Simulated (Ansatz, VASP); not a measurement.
**CdSnSeS: VASP beside Ansatz**

Wanted: the spread between two codes on one cell, functional and k mesh. The cell is invented: As first built, before any earlier steps moved the atoms: it takes the SnTePbSe structure with some of its atoms replaced by other elements, volume scaled by an estimate. It may not be a known or stable phase. The cell comes out of earlier VASP steps on this material, which relaxed, scaled or displaced it; both programs get it as it stands.

Calculated with Ansatz 0.2.0; plane waves, with VASP 6.6.1 beside it; relaxation of cell and atoms at BLYP.

### Step 1. Set-up

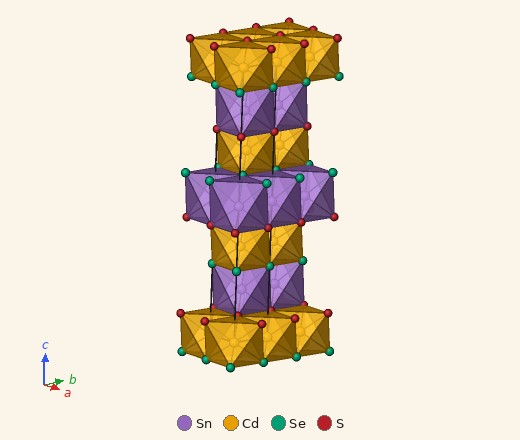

The cell as given, slightly off an axis (tin purple, cadmium orange, selenium teal, sulfur red). 1×2×1 cells are drawn. This picture shows the conventional cell, with its axes. Some periodic images of atoms are drawn too.

Coordinates:

```xyz
4
Lattice="2.1098 1.2181 6.8057 -2.1098 1.2181 6.8057 0.0000 -2.4362 6.8057" Properties=species:S:1:pos:R:3 pbc="T T T"
Sn    0.0000    0.0000   10.3210
Cd    0.0000    0.0000   20.4161
Se    0.0000    0.0000   15.1427
S     0.0000    0.0000    5.1631
```

### Step 2. VASP: relaxation of cell and atoms, BLYP

The relaxed volume is the usual yardstick between codes: its relative difference is about their pressure difference at one cell divided by the bulk modulus.

Lines of VASP's logs that name or quote its potential files are left out, and so is its time.

INCAR

```
SYSTEM = CdSnSeS
PREC = Accurate
ENCUT = 400
EDIFF = 1E-06
NELM = 100
ISMEAR = 0
SIGMA = 0.05
LREAL = .FALSE.
ALGO = Normal
GGA = B5
ALDAX = 1
AGGAX = 1
AGGAC = 1
ALDAC = 0
NBANDS = 25
LORBIT = 11
LWAVE = .FALSE.
LCHARG = .FALSE.
KPAR = 2
IBRION = 2
NSW = 60
ISIF = 3
EDIFFG = -0.01
```

POSCAR

```
CdSnSeS
1.0
    2.1098165642      1.2181032593      6.8057184161
   -2.1098165642      1.2181032593      6.8057184161
    0.0000000000     -2.4362065186      6.8057184161
Sn Cd Se S
1 1 1 1
Direct
    0.5055058855      0.5055058855      0.5055058855
    0.9999481820      0.9999481820      0.9999481820
    0.7416676960      0.7416676960      0.7416676960
    0.2528782364      0.2528782364      0.2528782364
```

KPOINTS

```
Automatic mesh
0
Gamma
7 7 7
0 0 0
```

PAW data sets: Sn_d, Cd, Se and S (PBE family, release 64).

The run is started by

```bash
> mpirun -np 2 vasp_std
```

Numbers of over 12 decimals in the logs are rounded to 6 here.

The program printed:

```text
[banner, memory and clock lines left out]
running    2 mpi-ranks, on    1 nodes
 distrk:  each k-point on    1 cores,    2 groups
 distr:  one band on    1 cores,    1 groups

 POSCAR found type information on POSCAR SnCdSeS
 POSCAR found :  4 types and       4 ions
|                                                                             |
|               ----> ADVICE to this user running VASP <----                  |
|                                                                             |
|     You enforced a specific xc type in the INCAR file but a different       |
|     [... a line on the potential file left out ...]
|     I HOPE YOU KNOW WHAT YOU ARE DOING!                                     |
|                                                                             |

 LDA part: xc-table for (Slater(with rela. corr.)+VWN5), standard interpolation
 POSCAR, INCAR and KPOINTS ok, starting setup
 FFT: planning ... GRIDC
 FFT: planning ... GRID_SOFT
 FFT: planning ... GRID
 WAVECAR not read
 entering main loop
       N       E                     dE             d eps       ncg     rms          rms(c)
DAV:   1     0.296727812015E+03    0.29673E+03   -0.16179E+04  2243   0.145E+03
DAV:   2     0.196151764870E+02   -0.27711E+03   -0.26923E+03  2307   0.393E+02
DAV:   3    -0.118931019915E+02   -0.31508E+02   -0.30705E+02  2763   0.126E+02
DAV:   4    -0.128837153572E+02   -0.99061E+00   -0.98870E+00  2441   0.236E+01
DAV:   5    -0.129062100289E+02   -0.22495E-01   -0.22490E-01  2900   0.381E+00    0.620E+00
DAV:   6    -0.117639224444E+02    0.11423E+01   -0.29737E+00  2769   0.129E+01    0.514E+00
DAV:   7    -0.117667559738E+02   -0.28335E-02   -0.51240E-01  2462   0.358E+00    0.283E+00
DAV:   8    -0.117705439357E+02   -0.37880E-02   -0.40155E-02  2666   0.165E+00    0.416E-01
DAV:   9    -0.117700061461E+02    0.53779E-03   -0.86441E-03  2749   0.653E-01    0.119E-01
DAV:  10    -0.117702492880E+02   -0.24314E-03   -0.10642E-03  2385   0.200E-01    0.662E-02
DAV:  11    -0.117703619974E+02   -0.11271E-03   -0.14235E-04  2494   0.737E-02    0.300E-02
DAV:  12    -0.117703751832E+02   -0.13186E-04   -0.16932E-05  2560   0.299E-02    0.115E-02
DAV:  13    -0.117703770238E+02   -0.18407E-05   -0.44660E-06  2548   0.125E-02    0.267E-03
DAV:  14    -0.117703770329E+02   -0.90195E-08   -0.23827E-07  1291   0.304E-03
   1 F= -.11770377E+02 E0= -.11770377E+02  d E =-.117704E+02
[...]
2 F= -.11770838E+02 E0= -.11770838E+02  d E =-.461014E-03
[...]
3 F= -.11770932E+02 E0= -.11770932E+02  d E =-.554565E-03
[...]
4 F= -.11771233E+02 E0= -.11771233E+02  d E =-.301362E-03
 trial-energy change:   -0.000301  1 .order   -0.000284   -0.000439   -0.000129
 step:   1.3509(harm=  1.4831)  dis= 0.00473  next Energy=   -11.771252 (dE=-0.321E-03)
 bond charge predicted
       N       E                     dE             d eps       ncg     rms          rms(c)
DAV:   1    -0.117713415836E+02   -0.10851E-03   -0.85686E-03  2624   0.666E-01    0.639E-02
DAV:   2    -0.117712817375E+02    0.59846E-04   -0.31702E-04  2744   0.171E-01    0.308E-02
DAV:   3    -0.117712651788E+02    0.16559E-04   -0.35564E-05  2902   0.590E-02    0.172E-02
DAV:   4    -0.117712607006E+02    0.44782E-05   -0.51039E-06  2901   0.213E-02    0.524E-03
DAV:   5    -0.117712599396E+02    0.76104E-06   -0.78604E-07  1247   0.798E-03
   5 F= -.11771260E+02 E0= -.11771260E+02  d E =-.328342E-03
 curvature:  -1.18 expect dE=-0.224E-04 dE for cont linesearch -0.211E-05
 trial: gam=-0.09981 g(F)=  0.627E-05 g(S)=  0.127E-04 ort = 0.362E-04 (trialstep = 0.111E+01)
 search vector abs. value=  0.191E-04
 reached required accuracy - stopping structural energy minimisation
```

Parts of OUTCAR (step 2):

```text
ion  position               nearest neighbor table
   1  0.506  0.506  0.506-   4 2.94   4 2.94   4 2.94   3 3.14   3 3.14   3 3.14
   2  1.000  1.000  1.000-   3 2.88   3 2.88   3 2.88   4 2.94   4 2.94   4 2.94
   3  0.742  0.742  0.742-   2 2.88   2 2.88   2 2.88   1 3.14   1 3.14   1 3.14
   4  0.253  0.253  0.253-   2 2.94   2 2.94   2 2.94   1 2.94   1 2.94   1 2.94

  LATTYP: Found a trigonal (rhomboedric) cell.
 ALAT       =     7.2286170630
 COS(alpha) =     0.8296237703

 Subroutine GETGRP returns: Found  6 space group operations
 (whereof  6 operations were pure point group operations)

The static configuration has the point symmetry C_3v.

 Found     44 irreducible k-points:

   k-points           NKPTS =     44   k-points in BZ     NKDIM =     44   number of bands    NBANDS=     25

   dimension x,y,z NGX =    48 NGY =   48 NGZ =   48
   dimension x,y,z NGXF=    96 NGYF=   96 NGZF=   96

   ENCUT  =  400.0 eV  29.40 Ry    5.42 a.u.  11.79 11.79 11.79*2*pi/ulx,y,z

   NELECT =      38.0000    total number of electrons

 k-points in reciprocal lattice and weights: Automatic mesh
   0.00000000  0.00000000  0.00000000       0.003
   0.14285714 -0.00000000  0.00000000       0.017
   0.28571429 -0.00000000  0.00000000       0.017
   0.42857143 -0.00000000  0.00000000       0.017
   0.14285714  0.14285714  0.00000000       0.017
   0.28571429  0.14285714  0.00000000       0.035
   0.42857143  0.14285714 -0.00000000       0.035
  -0.42857143  0.14285714 -0.00000000       0.035
  -0.28571429  0.14285714  0.00000000       0.035
[...]
0.42857143  0.42857143  0.42857143       0.006
  -0.42857143  0.42857143  0.42857143       0.017

 average (electrostatic) potential at core
       1-103.2382       2 -37.7496       3 -53.8057       4 -86.9787

 E-fermi :   4.3859

 k-point     1 :       0.0000    0.0000    0.0000
  band No.  band energies     occupation
    ...
     15       2.4035      2.00000
     16       2.4035      2.00000
     17       2.5510      2.00000
     18       3.1742      2.00000
     19       3.1742      2.00000
     20       5.5838      0.00000
     21       6.7333      0.00000
     22       6.7333      0.00000
     23       7.0300      0.00000
     24      10.5284      0.00000
    ...

 k-point     2 :       0.1429   -0.0000    0.0000
  band No.  band energies     occupation
    ...
     15       1.9439      2.00000
     16       2.2683      2.00000
     17       2.5687      2.00000
     18       2.9606      2.00000
     19       3.5253      2.00000
     20       5.4419      0.00000
     21       6.4188      0.00000
     22       7.0447      0.00000
     23       8.2139      0.00000
     24       9.7801      0.00000
    ...

 k-point     3 :       0.2857   -0.0000    0.0000
  band No.  band energies     occupation
    ...
     15       0.6199      2.00000
     16       1.9806      2.00000
     17       2.3626      2.00000
     18       2.5822      2.00000
     19       3.6103      2.00000
     20       5.3356      0.00000
     21       6.8277      0.00000
     22       7.5185      0.00000
     23       7.9057      0.00000
     24       9.2887      0.00000
    ...

  Total        0.0229222      0.0229222     -0.0012955      0.0000000      0.0000000      0.0000000
  in kB        0.3509090      0.3509090     -0.0198329      0.0000000      0.0000000      0.0000000
  external PRESSURE =       0.2273284 kB  Pullay stress =       0.0000000 kB

  energy-cutoff  :      400.00
  volume of cell :      104.66
      direct lattice vectors                 reciprocal lattice vectors
     2.104171225  1.214843921  6.823698814     0.237623248  0.137191835  0.048849362
    -2.104171225  1.214843921  6.823698814    -0.237623248  0.137191835  0.048849362
     0.000000000 -2.429687841  6.823698814     0.000000000 -0.274383670  0.048849362

 POSITION                                       TOTAL-FORCE (eV/Angst)
 -----------------------------------------------------------------------------------
      0.00000      0.00000     10.34174        -0.000000      0.000000     -0.003732
      0.00000      0.00000      0.00264        -0.000000     -0.000000     -0.004296
      0.00000      0.00000     15.19195         0.000000      0.000000      0.009730
      0.00000      0.00000      5.17031        -0.000000     -0.000000     -0.001702
 -----------------------------------------------------------------------------------
    total drift:                                0.000000     -0.000000      0.000388

  FREE ENERGIE OF THE ION-ELECTRON SYSTEM (eV)
  ---------------------------------------------------
  free  energy   TOTEN  =       -11.7712599396 eV

  energy  without entropy=      -11.7712599396  energy(sigma->0) =      -11.77125994

 reached required accuracy - stopping structural energy minimisation

 total charge
# of ion       s       p       d       tot
------------------------------------------
    1        1.421   0.595   9.984  12.000
    2        0.409   0.203   9.573  10.184
    3        1.476   2.335   0.016   3.827
    4        1.364   2.320   0.000   3.684
--------------------------------------------------
tot          4.669   5.453  19.573  29.695

[... 3 further parts left out ...]
```

CONTCAR:

```
CdSnSeS
   1.00000000000000
     2.1041712254125646    1.2148439206433344    6.8236988141013351
    -2.1041712254125646    1.2148439206433344    6.8236988141013351
     0.0000000000000000   -2.4296878412866687    6.8236988141013351
  Sn              Cd              Se              S
     1     1     1     1
Direct
     0.5051875393194251    0.5051875393194251    0.5051875393194251
     0.0001288602261551    0.0001288602261551    0.0001288602261551
     0.7421171599938778    0.7421171599938778    0.7421171599938778
     0.2525664403605401    0.2525664403605401    0.2525664403605401
```

(Part 1 of 2 ends here.)

[Lines on the potential files, build, host, timing and source positions are cut from VASP's logs without a mark.]

[Logs are printed without paths, hosts, clocks, repeated set-up lines and the standing remarks that a program may print on its own settings, such as how far it seeks lower states.]

[Hosts, paths, dates, database ids (printed as entryN), source tags and the programs' standing remarks are cut or masked in the printed files.]
